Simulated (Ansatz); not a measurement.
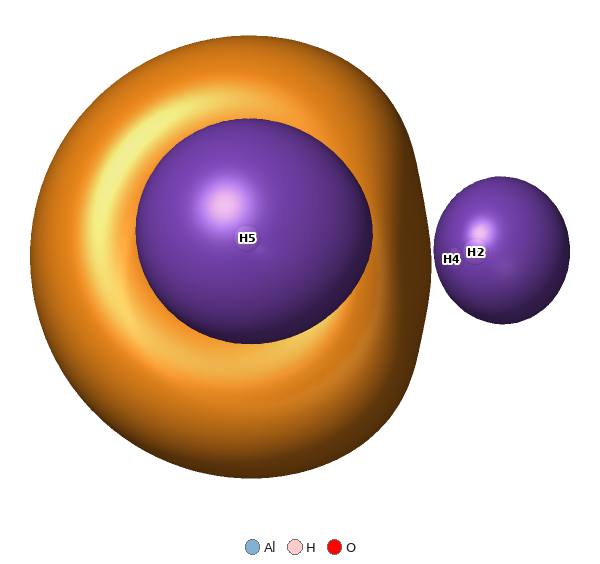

Figure. AlHO···H₂. The LUMO at ±0.05 Å⁻³ᐟ² (orange and purple are the two phases), seen from one side.

All numbers below come from RKS PBE/def2-TZVP (Ansatz).

The calculation's input:

```
crystal:
  periodic: [false, false, false]
  atoms:
    - { symbol: Al, position_ang: [-0.869123, -0.297559, 0.466221] }
    - { symbol: H, position_ang: [1.347347, 0.695554, -0.965383] }
    - { symbol: O, position_ang: [0.33083, -1.184277, 1.085101] }
    - { symbol: H, position_ang: [1.243053, 0.217823, -0.459701] }
    - { symbol: H, position_ang: [-2.052107, 0.568459, -0.126337] }
basis:
  gaussian: { orbitals: def2-TZVP }
hamiltonian:
  xc: pbe
relax:
  f_tol: 0.03
  max_steps: 50
output:
  orbitals: {}
```

Run with:

```sh
ansatz run input.yaml --threads 2 --pin off --max-ram 3072MiB --backend cpu --events-out ev --progress --plain --runs-dir out
```

The fields are those of the relaxed geometry.

**What is the character of this orbital?**

It lies mainly on Al1 (about 60 %), H5 (about 15 %) and O3 (about 15 %); it is symmetric in the molecular plane (an in-plane orbital: σ, lone-pair or in-plane π type). Its energy is −2.26 eV.
